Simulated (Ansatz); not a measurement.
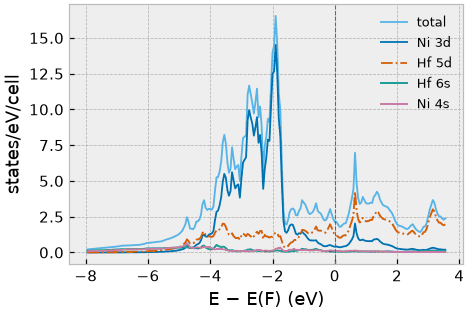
*Total and projected density of states of HfNi in space group Cmcm (No. 63; Hf on 4c, Ni on 4c), DFT-r²SCAN in the program Ansatz with PAW potentials*

Which orbitals carry the states next to the Fermi level?

Within 0.5 eV of the Fermi level: Hf 5d 59 %, Ni 3d 20 %, outside the projected shells 12 %. Projections are on Löwdin-orthogonalised atomic valence shells; empty p or d shells of many metals are not among them.

Where is the tallest occupied peak in this window, and what makes it?

Near -1.9 eV, about 17 states/eV per cell; the largest projected share is Ni 3d.

The first step of the workflow began from a Materials Project structure, measured or hypothetical; the Crystallography Open Database copy checked does not list it. Whether it is the stable phase at ambient conditions was not checked. Symmetry was held in the r²SCAN relaxation; its stability against distortions is not shown here. No spin polarisation was allowed. Spin–orbit coupling is left out wherever it is not named.

Potentials: the later of the program's two PAW sets.
